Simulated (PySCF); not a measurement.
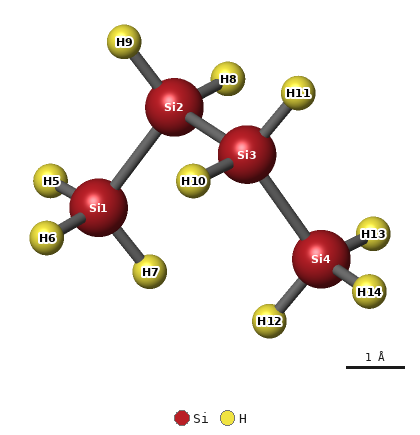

*The structure as given in the input (ball-and-stick view, seen at a tilt; atoms are numbered from 1 in the order of the input).*

Bond lengths as drawn: H–Si 1.50 Å and Si–Si 2.35 Å.

# NMR shielding calculation, with input and output: Si4H10

The run: NMR shielding calculation of Si4H10 (tetrasilane), SMILES [SiH3][SiH2][SiH2][SiH3]. Method and program: GIAO PBE0/pcSseg-0 NMR shielding, non-relativistic, gas phase (PySCF 2.14.0).

The geometry comes from this level: PBE0-D3(BJ)/def2-SVP. Figures and captions count atoms from 1; the log counts them from 0 in places.

### The program's output
```
coarse grid: 12696 points
cycle   1  E = -1161.9160999320  dE = -4.346e-01  |g| = 1.651e-01  |ddm| = 3.288e+00
cycle   2  E = -1161.9200860930  dE = -3.986e-03  |g| = 1.036e-01  |ddm| = 3.433e-01
cycle   3  E = -1161.9236463428  dE = -3.560e-03  |g| = 1.114e-02  |ddm| = 1.860e-01
cycle   4  E = -1161.9236989167  dE = -5.257e-05  |g| = 2.348e-03  |ddm| = 2.641e-02
cycle   5  E = -1161.9237012152  dE = -2.299e-06  |g| = 5.758e-04  |ddm| = 5.638e-03
final grid: 101424 points
cycle   6  E = -1162.0679076013  dE = -5.439e-06  |g| = 6.662e-04  |ddm| = 1.167e-02
cycle   7  E = -1162.0679076786  dE = -7.726e-08  |g| = 4.393e-04  |ddm| = 2.077e-03
cycle   8  E = -1162.0679077447  dE = -6.619e-08  |g| = 3.621e-05  |ddm| = 7.845e-04
cycle   9  E = -1162.0679077453  dE = -5.734e-10  |g| = 6.901e-06  |ddm| = 9.666e-05
converged SCF energy = -1162.0679077453

GIAO shielding tensors (ppm)
atom      isotropic    diamagn.    paramagn.     s11        s22        s33       span
  0 Si     506.663     880.453    -373.789    494.665    503.094    522.230     27.566
  1 Si     523.157     881.544    -358.387    515.177    518.085    536.208     21.031
  2 Si     523.179     881.513    -358.334    515.075    518.179    536.283     21.209
  3 Si     506.704     880.472    -373.768    494.746    503.141    522.225     27.479
  4 H       29.563      29.232       0.331     25.679     26.736     36.273     10.594
  5 H       29.679      29.342       0.337     25.924     27.778     35.334      9.409
  6 H       29.608      29.237       0.371     25.076     29.400     34.348      9.272
  7 H       29.895      30.048      -0.153     25.977     27.506     36.202     10.225
  8 H       29.760      30.288      -0.527     25.348     27.172     36.761     11.413
  9 H       29.892      30.190      -0.298     25.972     27.511     36.195     10.223
 10 H       29.763      30.227      -0.464     25.349     27.174     36.765     11.416
 11 H       29.608      29.270       0.338     25.077     29.398     34.349      9.272
 12 H       29.679      29.283       0.396     25.922     27.778     35.337      9.415
 13 H       29.565      29.262       0.303     25.684     26.737     36.274     10.590
```

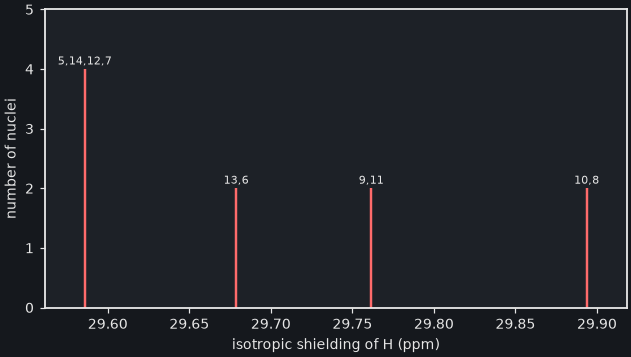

*Isotropic shieldings of the hydrogen nuclei in this fixed geometry, labelled by atom number; shielding grows to the right, so chemical shift grows to the left.*

The least shielded is H5 (29.6 ppm), the most shielded H8 (29.9 ppm).

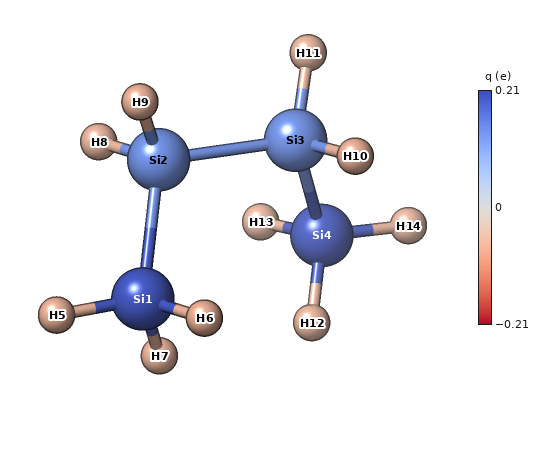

*Hirshfeld charges, as the colour of each atom (ball-and-stick view, seen at a tilt; atoms are numbered from 1 in the order of the input).*

By element: Si +0.14 to +0.20 and H −0.07 e.

The run was set up as follows.

### Input
```
{"job": {"kind": "nmr", "xc": "PBE0", "basis": "pcSseg-0", "pop": true}, "charge": 0, "multiplicity": 1}
Si     1.991801     1.031695     0.844348
Si     1.285089    -0.918902    -0.250793
Si    -0.975781    -1.293533     0.251850
Si    -2.219729     0.591012    -0.383625
H      3.432653     1.318904     0.566569
H      1.803143     0.876078     2.319813
H      1.169433     2.190399     0.377696
H      1.437174    -0.741224    -1.730156
H      2.124704    -2.082199     0.178068
H     -1.119356    -1.506854     1.727496
H     -1.486929    -2.509635    -0.456552
H     -1.726651     1.789207     0.363332
H     -2.044895     0.837140    -1.848497
H     -3.674634     0.405529    -0.093139
```

The first line tells a small driver script what to run in PySCF; the rest is the geometry in Å.

Command:
```bash
OMP_NUM_THREADS=1 python <driver script> task.json out
```

### Summary

```tsv
quantity	value
outcome	converged
total energy	−1162.067908 hartree
HOMO	−8.48 eV
LUMO	−0.05 eV
dipole moment	0.05 D
isotropic shielding, Si	506.7 to 523.2 ppm
isotropic shielding, H	29.6 to 29.9 ppm
hardware	1 CPU thread, shared host
wall time	4.2 s
peak memory	0.45 GiB
```
